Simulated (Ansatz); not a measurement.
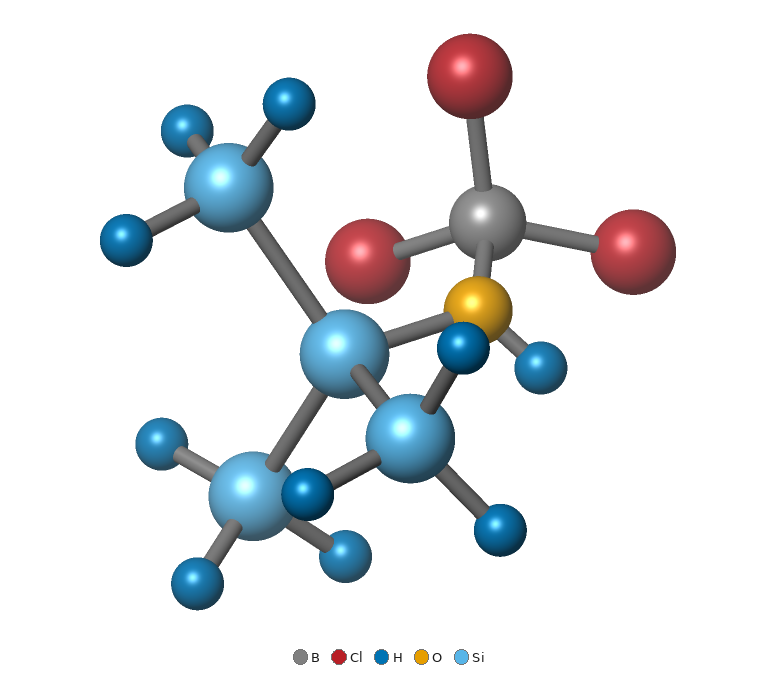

Ball-and-stick drawing of a structure.

Description:

Formula BCl₃H₁₀OSi₄. This geometry has C1 symmetry. Coordination, clear cases only: 1 B tetrahedral; 4 Si tetrahedral.

The parts below concern this one geometry. Atoms keep their numbers from picture to picture. Computed geometry: PBE0-D4/def2-TZVP optimisation.

## Shape

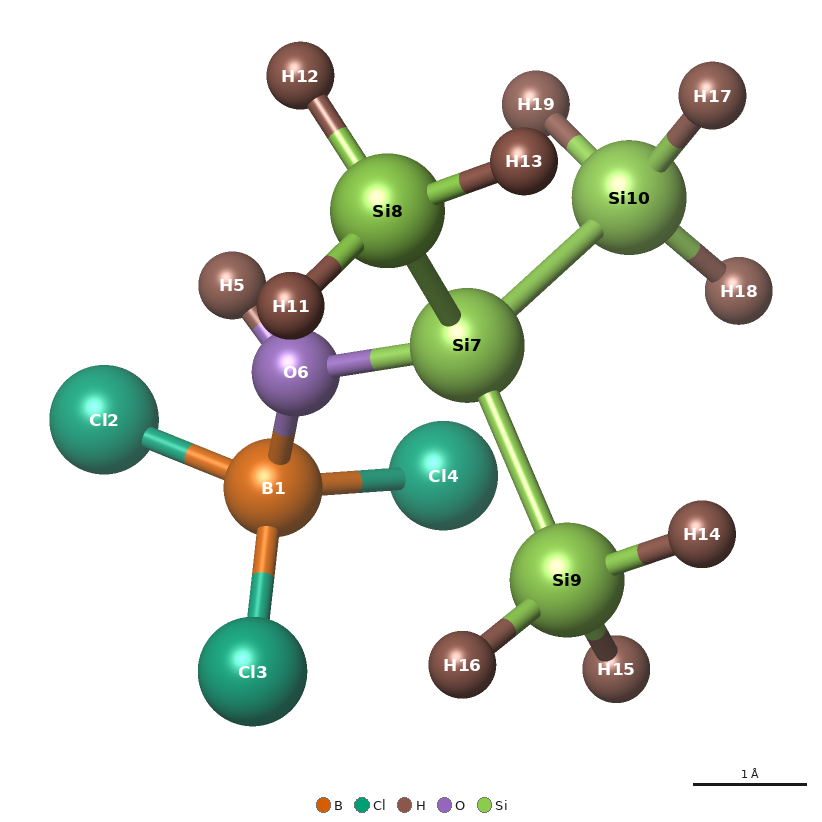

Give the bond lengths. Leave out bonds to hydrogen.

```
    bond  length (Å)
  B1–Cl2       1.821
  B1–Cl3       1.815
  B1–Cl4       1.833
   B1–O6       1.569
  O6–Si7       1.770
 Si7–Si8       2.344
 Si7–Si9       2.337
Si7–Si10       2.346
```

## Vibrations

Harmonic vibrations computed with RKS PBE0-D4/def2-TZVP (Ansatz 0.2.0) at a stationary point of the same level.

List the wavenumbers.

51 modes: 36, 50, 66, 84, 86, 89, 101, 123, 135, 161, 194, 198, 220, 260, 301, 331, 358, 385, 422, 432, 462, 468, 517, 532, 542, 570, 576, 681, 712, 784, 807, 847, 851, 891, 921, 924, 927, 936, 936, 942, 1164, 2195, 2208, 2210, 2231, 2232, 2242, 2250, 2256, 2274, 3775 cm⁻¹.

## Charges

The questions are on Mulliken charges. Level of theory: RKS PBE0-D4/def2-TZVP (Ansatz 0.2.0).

Which atom carries the highest charge (most positive or least negative)?

H5 (0.35 e).

And the lowest?

O6 (−0.28 e).

Give the Mulliken charges atom by atom.

```
atom  value (e)
  B1       0.17
 Cl2      −0.19
 Cl3      −0.17
 Cl4      −0.18
  H5       0.35
  O6      −0.28
 Si7       0.19
 Si8      −0.01
 Si9       0.02
Si10       0.02
 H11       0.01
 H12       0.00
 H13       0.01
 H14      −0.01
 H15       0.04
 H16       0.02
 H17      −0.01
 H18       0.02
 H19       0.01
```

## Dipole moment

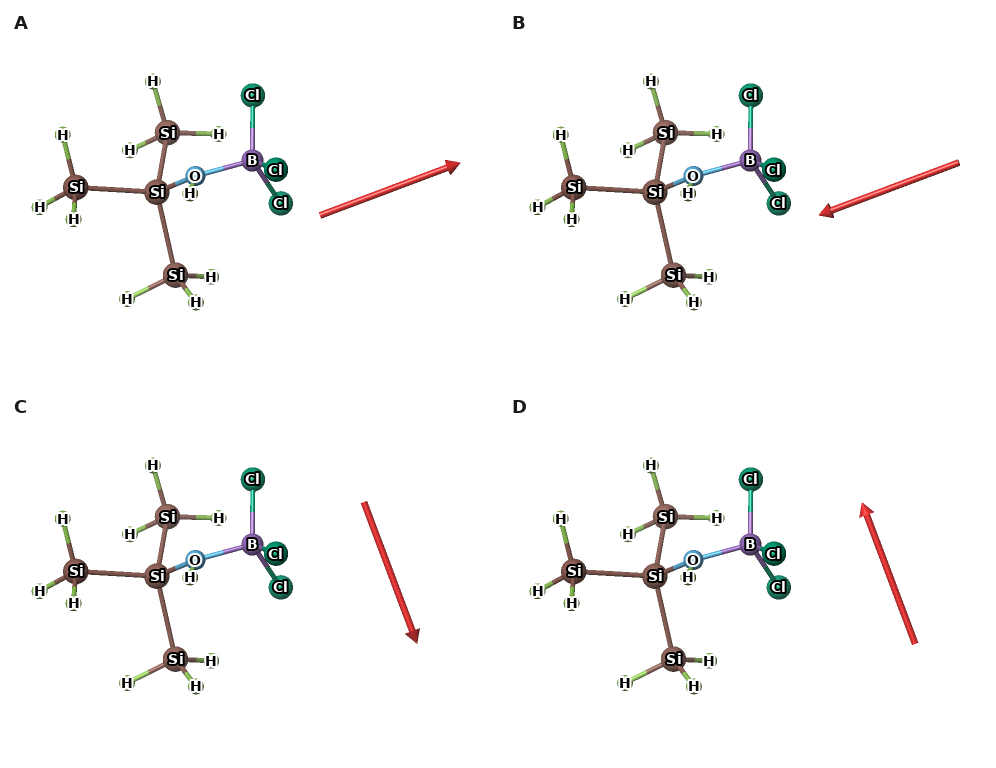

The same molecule four times, each with an arrow. Properties computed with RKS PBE0-D4/def2-TZVP (Ansatz 0.2.0).

Which arrow points along the dipole moment, from the negative to the positive end?

B. The dipole moment is 5.07 D.

Mulliken values depend strongly on the basis set and can even reverse the polarity of a bond.
